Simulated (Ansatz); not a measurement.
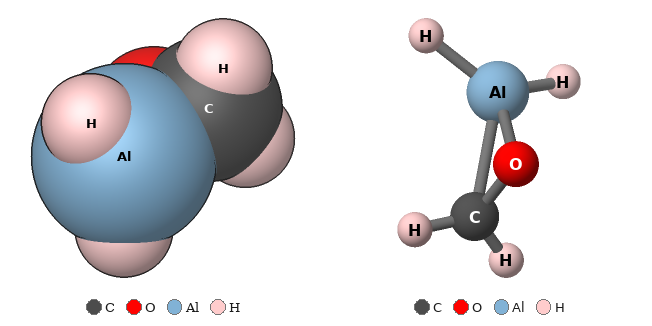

Two views of one molecule.

Charge 0, doublet. Computed geometry: PBE0-D4/def2-TZVP optimisation. No frequency run is at hand to confirm it as a minimum.

Give the formula.

Answer. CH4AlO, 7 atoms: 1 carbon, 4 hydrogen, 1 aluminium and 1 oxygen.

How many bonds of each kind are drawn?

Answer. 2 Al–H, 2 C–H, 1 C–O, 1 Al–O, 1 C–Al. Sticks follow a distance rule.

How many atoms are distinct by symmetry?

Answer. 5: 1 C, 1 O, 1 Al, 2 H, 2 H.

More results for the same structure follow; atom numbers are the same in all pictures, views and colours differ.

Dipole moment

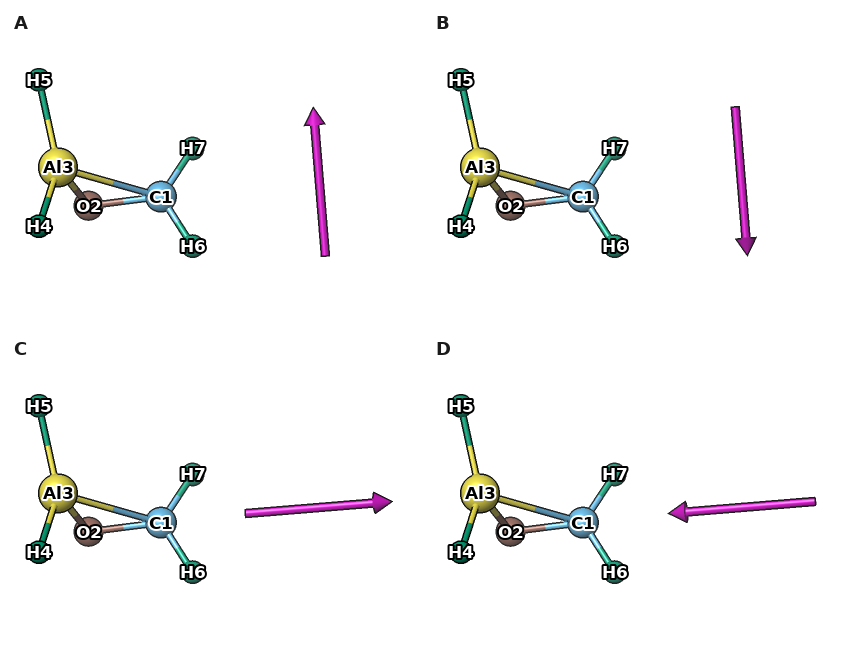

The same molecule four times, each with an arrow. No frequency run is at hand to confirm it as a minimum. Method: UKS PBE0-D4/def2-TZVP (Ansatz 0.2.0).

Which arrow points along the dipole moment, from the negative to the positive end?

Answer. C. The dipole moment is 1.02 D; it points from the side of H4, H5 to the side of H6, H7 (the outermost atoms at the two ends).

Electronic properties

No frequency run is at hand to confirm it as a minimum. Level of theory: UKS B3LYP-D4/def2-TZVPP (Ansatz 0.2.0).

What does the calculation give?

- ⟨S²⟩ of the determinant: 0.753
- dispersion correction: −14.9 kJ/mol

Charges

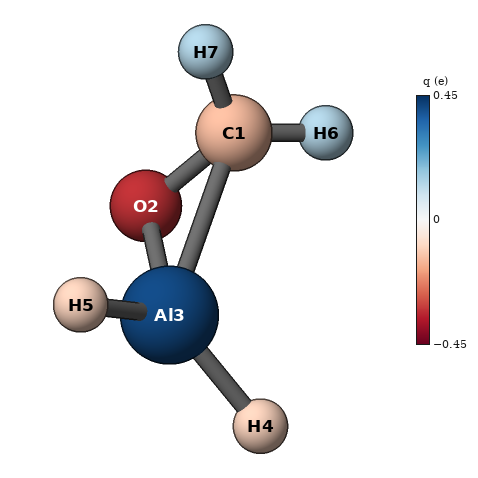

Atoms are coloured by their Mulliken charges. No frequency run is at hand to confirm it as a minimum. Properties computed with UKS PBE0-D4/def2-TZVP (Ansatz 0.2.0).

List the Mulliken charges.

```json
{"atom": "C1", "value (e)": "−0.14"}
{"atom": "O2", "value (e)": "−0.33"}
{"atom": "Al3", "value (e)": "0.40"}
{"atom": "H4", "value (e)": "−0.10"}
{"atom": "H5", "value (e)": "−0.10"}
{"atom": "H6", "value (e)": "0.13"}
{"atom": "H7", "value (e)": "0.13"}
```

Mulliken values depend strongly on the basis set and can even reverse the polarity of a bond.
